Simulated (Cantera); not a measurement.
Feed: 1 mol BaF2, 4.3 mol H2, 0.13 mol N2, at 0.400 Pa.

Method: chemical equilibrium by Gibbs-energy minimisation in Cantera with the NASA 1993 tables (ideal gas, pure condensed phases). Candidate condensed phases: Ba, BaF2; 24 gas species. The numbers say what is thermodynamically allowed, not how fast it happens.

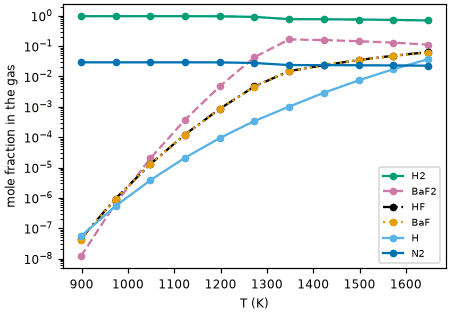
Figure. Equilibrium gas composition (values under 1e-9 drawn at 1e-9)

From 898 K to 1273 K the condensed part is BaF2(s). From 1348 K to 1648 K nothing is condensed. The main Ba-bearing gas is BaF at 898 K and BaF2 at 1648 K.
